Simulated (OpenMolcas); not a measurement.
# Run report: GeH2, geometry relaxation (part 2 of 4)

GeH2, SMILES [GeH2]; B3LYP/6-31G*, RKS (OpenMolcas 26.06). The geometry comes from this level: PBE0-D4/def2-TZVP.

Geometry of the input (Å):
```
Ge -0.5701  0.4051  -0.2637
H  0.7830  0.7436  0.5090
H  -0.2129  -1.1487  -0.2453
```

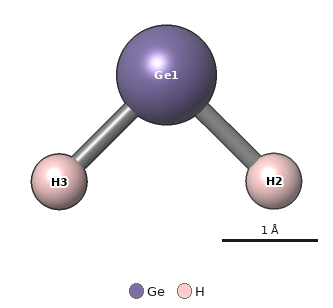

Fig. 1: The starting structure (ball-and-stick view, seen on its broad side; atoms are numbered from 1 in the order of the input). Sticks mark near contacts.

Log, continued:
```
*****************************************************************************************************************
*****************************************************************************************************************

++ Geometry section

********************************************************************************
  Geometrical information of the new structure
********************************************************************************

 *********************************************************
 * Nuclear coordinates for the next iteration / bohr     *
 *********************************************************
  ATOM              X               Y               Z
  GE1             -1.084394        0.770541       -0.501587
  H2               1.484164        1.404548        0.964244
  H3              -0.399770       -2.175089       -0.462657

 *********************************************************
 * Nuclear coordinates for the next iteration / angstrom *
 *********************************************************
  ATOM              X               Y               Z
  GE1             -0.573837        0.407753       -0.265429
  H2               0.785386        0.743255        0.510256
  H3              -0.211549       -1.151008       -0.244827

                    ***************************************
                    *    InterNuclear Distances / bohr    *
                    ***************************************

               1 GE1           2 H2            3 H3
    1 GE1      0.000000
    2 H2       3.024585        0.000000
    3 H3       3.024395        4.289412        0.000000

                    *******************************************
                    *    InterNuclear Distances / angstrom    *
                    *******************************************

               1 GE1           2 H2            3 H3
    1 GE1      0.000000
    2 H2       1.600542        0.000000
    3 H3       1.600441        2.269859        0.000000
--
--- Stop Module: slapaf /rc=_RC_CONTINUE_LOOP_ ---

>>> END DO

--- Start Module: seward ---
--- Stop Module: seward /rc=_RC_ALL_IS_WELL_ ---

--- Start Module: scf ---
--- Stop Module: scf /rc=_RC_ALL_IS_WELL_ ---

--- Start Module: slapaf ---
--- Stop Module: slapaf /rc=_RC_INVOKED_OTHER_MODULE_ ---

--- Start Module: alaska ---
--- Stop Module: alaska /rc=_RC_ALL_IS_WELL_ ---

--- Start Module: slapaf ---

**********************************************************************************************************************
*                                    Energy Statistics for Geometry Optimization                                     *
**********************************************************************************************************************
                       Energy     Grad      Grad              Step                 Estimated   Geom       Hessian
Iter      Energy       Change     Norm      Max    Element    Max     Element     Final Energy Update Update   Index
  1  -2077.91498909  0.00000000 0.007496  0.005171 nrc001   0.016782  nrc001    -2077.91503242 RS-RFO  None      0
  2  -2077.91505619 -0.00006710 0.004172  0.002897 nrc001   0.021761  nrc001    -2077.91508783 RS-RFO  BFGS      0

       +----------------------------------+----------------------------------+
       +    Cartesian Displacements       +    Gradient in internals         +
       +  Value      Threshold Converged? +  Value      Threshold Converged? +
 +-----+----------------------------------+----------------------------------+
 + RMS + 9.2126E-03  1.2000E-03     No    + 2.4089E-03  3.0000E-04     No    +
 +-----+----------------------------------+----------------------------------+
 + Max + 9.3295E-03  1.8000E-03     No    + 2.8975E-03  4.5000E-04     No    +
 +-----+----------------------------------+----------------------------------+

 Convergence not reached yet!

*****************************************************************************************************************
*****************************************************************************************************************

++ Geometry section

********************************************************************************
  Geometrical information of the new structure
********************************************************************************

 *********************************************************
 * Nuclear coordinates for the next iteration / bohr     *
 *********************************************************
  ATOM              X               Y               Z
  GE1             -1.091289        0.775403       -0.504781
  H2               1.491200        1.408902        0.968555
  H3              -0.399910       -2.184305       -0.463774

 *********************************************************
 * Nuclear coordinates for the next iteration / angstrom *
 *********************************************************
  ATOM              X               Y               Z
  GE1             -0.577485        0.410326       -0.267119
  H2               0.789109        0.745559        0.512537
  H3              -0.211623       -1.155884       -0.245418

--
--- Stop Module: slapaf /rc=_RC_CONTINUE_LOOP_ ---

>>> END DO

--- Start Module: seward ---
--- Stop Module: seward /rc=_RC_ALL_IS_WELL_ ---

--- Start Module: scf ---
--- Stop Module: scf /rc=_RC_ALL_IS_WELL_ ---

--- Start Module: slapaf ---
--- Stop Module: slapaf /rc=_RC_INVOKED_OTHER_MODULE_ ---

--- Start Module: alaska ---
--- Stop Module: alaska /rc=_RC_ALL_IS_WELL_ ---

--- Start Module: slapaf ---

**********************************************************************************************************************
*                                    Energy Statistics for Geometry Optimization                                     *
**********************************************************************************************************************
                       Energy     Grad      Grad              Step                 Estimated   Geom       Hessian
Iter      Energy       Change     Norm      Max    Element    Max     Element     Final Energy Update Update   Index
  1  -2077.91498909  0.00000000 0.007496  0.005171 nrc001   0.016782  nrc001    -2077.91503242 RS-RFO  None      0
  2  -2077.91505619 -0.00006710 0.004172  0.002897 nrc001   0.021761  nrc001    -2077.91508783 RS-RFO  BFGS      0
  3  -2077.91508809 -0.00003190 0.000060  0.000084 nrc003   0.000505  nrc003    -2077.91508812 RS-RFO  BFGS      0

       +----------------------------------+----------------------------------+
       +    Cartesian Displacements       +    Gradient in internals         +
       +  Value      Threshold Converged? +  Value      Threshold Converged? +
 +-----+----------------------------------+----------------------------------+
 + RMS + 5.4225E-04  1.2000E-03     Yes   + 3.4495E-05  3.0000E-04     Yes   +
 +-----+----------------------------------+----------------------------------+
 + Max + 6.5273E-04  1.8000E-03     Yes   + 8.4460E-05  4.5000E-04     Yes   +
 +-----+----------------------------------+----------------------------------+

 Geometry is converged in   3 iterations to a Minimum Structure

*****************************************************************************************************************
*****************************************************************************************************************

++ Geometry section

********************************************************************************
  Geometrical information of the final structure
********************************************************************************

  NOTE: on convergence the final predicted structure will be printed here.
  This is not identical to the structure printed in the head of the output.

 *********************************************************
 * Nuclear coordinates of the final structure / bohr     *
 *********************************************************
  ATOM              X               Y               Z
  GE1             -1.091112        0.775237       -0.504704
  H2               1.491399        1.409498        0.968731
  H3              -0.400287       -2.184735       -0.464027

 *********************************************************
 * Nuclear coordinates of the final structure / angstrom *
 *********************************************************
  ATOM              X               Y               Z
  GE1             -0.577392        0.410238       -0.267078
  H2               0.789215        0.745874        0.512630
  H3              -0.211823       -1.156112       -0.245552

                    ***************************************
                    *    InterNuclear Distances / bohr    *
                    ***************************************

               1 GE1           2 H2            3 H3
    1 GE1      0.000000
    2 H2       3.040175        0.000000
    3 H3       3.039791        4.306946        0.000000

                    *******************************************
                    *    InterNuclear Distances / angstrom    *
                    *******************************************

               1 GE1           2 H2            3 H3
    1 GE1      0.000000
    2 H2       1.608791        0.000000
    3 H3       1.608588        2.279138        0.000000
--
--- Stop Module: slapaf /rc=_RC_INVOKED_OTHER_MODULE_ ---

--- Start Module: last_energy ---

                                            &LAST_ENERGY

                       available to each process: 1.9 GB of memory, 1 thread

    Geometry read from RUNFILE

               SEWARD will generate:
                  Multipole Moment integrals up to order  2
                  Kinetic Energy integrals
                  Nuclear Attraction integrals (point charge)
                  One-Electron Hamiltonian integrals
                  Velocity integrals
                  Orbital angular momentum around ( -1.0344   0.7350  -0.4785 )
                  Velocity quadrupole around ( -1.0477   0.7444  -0.4846 )
                  Two-Electron Repulsion integrals

                   Integrals are discarded if absolute value <: 1.00E-14
                   Integral cutoff threshold is set to       <: 1.00E-16

            Nuclear Potential Energy             21.28493468 au

      Basis set specifications :
      Symmetry species         a
      Basis functions           39

 ###############################################################################
 ###     Minimized-density-differences option turned off!                    ###
 ###############################################################################
++    Input section:
      --------------

      Header of the integral files:

      Cartesian coordinates in angstrom:
      -----------------------------------------------------
      No.  Label        X            Y            Z
      -----------------------------------------------------
       1   GE1       -0.57739168   0.41023776  -0.26707769
       2   H2         0.78921454   0.74587426   0.51263014
       3   H3        -0.21182286  -1.15611201  -0.24555246
      -----------------------------------------------------
      Nuclear repulsion energy =   21.28493468
--

++    Orbital specifications:
      -----------------------

      Symmetry species               1
                                     a
      Frozen orbitals                0
      Occupied orbitals             17
      Secondary orbitals            22
      Deleted orbitals               0
      Total number of orbitals      39
      Number of basis functions     39
--

      Molecular charge                           0.000

      Numerical integration parameters
      --------------------------------
      Radial quadrature type:                         MHL
      Size of radial grid:                            75
      Lebedev angular grid:                           29
      Angular grid pruned with the crowding factor:  3.00E+00
                                 and fading factor:  6.00E+00
      Screening threshold for integral computation:   1.00E-11
      Radial quadrature accuracy:                     1.00E-25
      Maximum batch size:                             128
      AO values are stored on disk
      The same grid will be used for all iterations.

      DFT functional specifications
      -----------------------------
      Using Libxc version: 6.2.2
      Please cite the following reference:
      S. Lehtola, C. Steigemann, M. J.T. Oliveira, and M. A.L. Marques.,  SoftwareX 7, 1–5 (2018) doi:10.1016/j.softx.2017.11.002

      * B3LYP

++    Optimization specifications:
      ----------------------------

      SCF Algorithm: Conventional
      D(i)-D(i-1) density differences are used
      Number of density matrices in core                 5
      Maximum number of NDDO SCF iterations            400
      Maximum number of HF SCF iterations              400
      Threshold for SCF energy change             1.00E-09
      Threshold for density matrix                1.00E-04
      Threshold for Fock matrix                   1.50E-04
      Threshold for linear dependence             1.00E-09
      Threshold at which DIIS is turned on        1.50E-01
      Maximum depth in the DIIS procedure                5
      Maximum depth in the BFGS Hessian update          30
      Threshold at which QNR/C2DIIS is turned on  7.50E-02
      Threshold for Norm(delta) (QNR/C2DIIS)      1.00E-03
      All orbitals punched on: SCFORB
--

      Detected old SCF orbitals

++ Convergence information
                                   B3LYP      iterations: Energy and convergence statistics

Iter     Tot. B3LYP      One-elec.       Two-elec.     Energy      Max Dij or  Max Fij      DNorm      TNorm      AccCon     Time
         Energy          Energy          Energy        Change      Delta Norm                                                in Sec.

 The total and one-electron energies are shifted by a value of      2000. a.u.

   1   -77.915088115 -1000.998339166   901.798316368   0.00E+00    4.71E-05    1.93E-05     9.26E+00   4.62E+02   None         0.
   2   -77.915088119 -1000.997924124   901.797901322  -4.40E-09*   1.19E-05    3.25E-06     2.55E-04   4.62E+02   EDIIS        0.
   3   -77.915088119 -1000.998202888   901.798180085  -9.00E-11    1.75E-06    9.49E-07     6.64E-05   4.62E+02   c2DIIS       0.

       Convergence after   3 Iterations
--

 *****************************************************************************************************************************
 *                                             SCF/KS-DFT Program, Final results                                             *
 *                                                       Final Results                                                       *
 *****************************************************************************************************************************
```
